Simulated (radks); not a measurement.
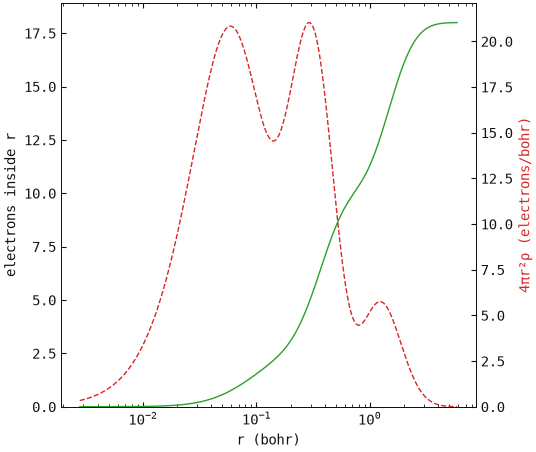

A free Ar atom in the configuration [Ne] 3s2 3p6. Computed with the in-house radial solver radks: non-relativistic Kohn-Sham, AM05, spin-polarised, spherical densities, point nucleus.

The plot shows the number of electrons inside radius r (solid) and the radial density 4πr²ρ (dashed).

What does the plot show?

The count levels off at 18 electrons. Half of them lie within 0.558 bohr, 90 % within 2.03 bohr and 99 % within 3.41 bohr. The radial density has minima at 0.142 and 0.798 bohr, where the count stands at 2.2 and 10.3; these part the shells that the density resolves.
